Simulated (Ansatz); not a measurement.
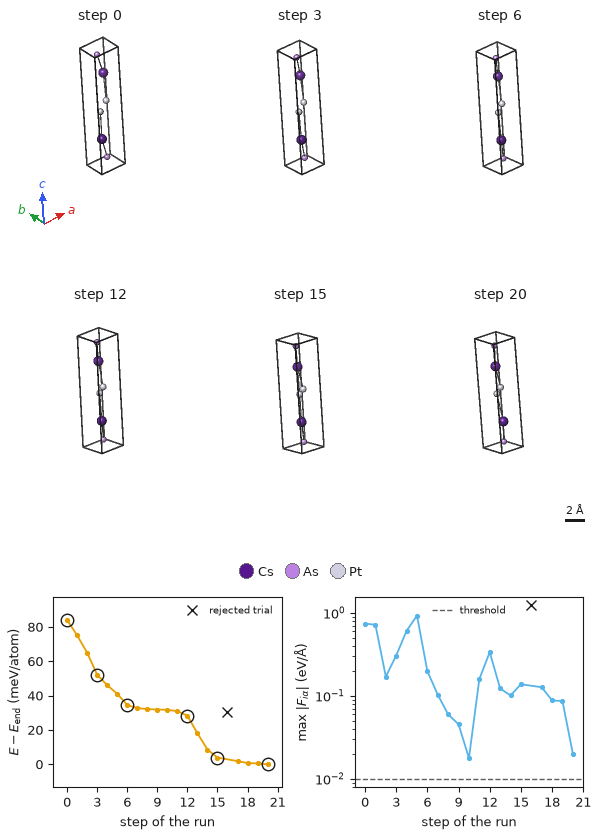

Frames of a relaxation of crystalline CsAsPt (built on the YOF-166 type type), marked on the history of the run. A ball-and-stick model of the cell of the calculation, reduced to other axes, seen slightly off an axis. Lengths and directions refer to the drawn axes.

Case: shaken.

The calculation used Ansatz 0.2.0, DFT, PBEsol, plane waves, PAW.

Input file:
```yaml
crystal:
  lattice:
    - [2.1211193894, 1.2209865052, 12.7375329293]
    - [-2.0759704606, 1.2018165417, 12.7318869995]
    - [0.0059727891, -2.4800928164, 12.7401894256]
  atoms:
    - { symbol: Cs, position: [0.7568985129, 0.7754192631, 0.7264199034] }
    - { symbol: Cs, position: [0.2374494546, 0.2554681097, 0.2450261812] }
    - { symbol: As, position: [0.6563793777, 0.6531496041, 0.6543779612] }
    - { symbol: As, position: [0.3219435843, 0.3474526842, 0.362267718] }
    - { symbol: Pt, position: [0.1880343627, 0.1473533194, 0.1557637376] }
    - { symbol: Pt, position: [0.861116626, 0.831358625, 0.8213019922] }
kpoints:
  mp_grid: { grid: [6, 6, 6] }
hamiltonian:
  xc: pbesol
scf:
  occupations: { method: fermi_dirac, width: 0.05 }
relax:
  f_tol: 0.01
  cell: {}
  max_steps: 120
```

Run as
```bash
ansatz run input.yaml --threads 2 --pin off --max-ram 2211MiB --backend cpu --events-out ev --progress --plain --runs-dir out
```

Describe the path.

Answer. The run was cut off at its time limit before the relaxation converged, so the last structure is only a point on the way. The largest moves relative to the cell, 0.81 Å, are those of Cs1 and Pt5. Pt5 goes roughly along [1 3 0]. By element the largest moves are Pt 0.81 Å, Cs 0.81 Å, As 0.48 Å. The drawn cell changes as follows: a 4.197 → 3.724 Å (−11.3 %), b 4.230 → 4.432 Å (+4.8 %), c 12.956 → 12.360 Å (−4.6 %), α 80.9° → 91.7°, β 80.9° → 91.3°, γ 60.8° → 66.3°; the volume changes by −5.4 %. Some distances before and after: Cs1–Pt5 5.549 → 3.477 Å, Cs1–Pt6 5.221 → 3.546 Å, Cs2–Pt6 3.727 → 4.077 Å, As3–As4 2.677 → 2.974 Å. New bonds form, among them: Cs1–Pt5 (5.55 → 3.48 Å), Cs1–Pt6 (5.22 → 3.55 Å). Among the angles between lasting bonds that change: Cs1–Pt5–Pt6 111.1° → 66.1°, Cs1–Pt5–Pt6 112.1° → 85.3°, Cs1–Pt5–Pt6 116.3° → 140.4°. The space group stays P1 (No. 1). The energy falls by 84.1 meV per atom in 19 accepted moves (20 points after the start). The largest force component goes from 0.74 to 0.02 eV/Å. Pressure: −0.33 GPa at the start and −0.03 GPa at the end. The line search rejected the trial step at point 16 of the run. From step 0 to 3: As4 moves most (0.14 Å), volume −3.1 %, energy −31.9 meV per atom. From step 3 to 6: Cs1 moves most (0.08 Å), volume −1.1 %, energy −17.7 meV per atom. From step 6 to 12: Cs1 moves most (0.29 Å), volume −2.8 %, energy −6.2 meV per atom. From step 12 to 15: Cs1 moves most (0.50 Å), volume −0.1 %, energy −24.4 meV per atom. From step 15 to 20: Cs2 moves most (0.28 Å), volume +1.6 %, energy −3.9 meV per atom.
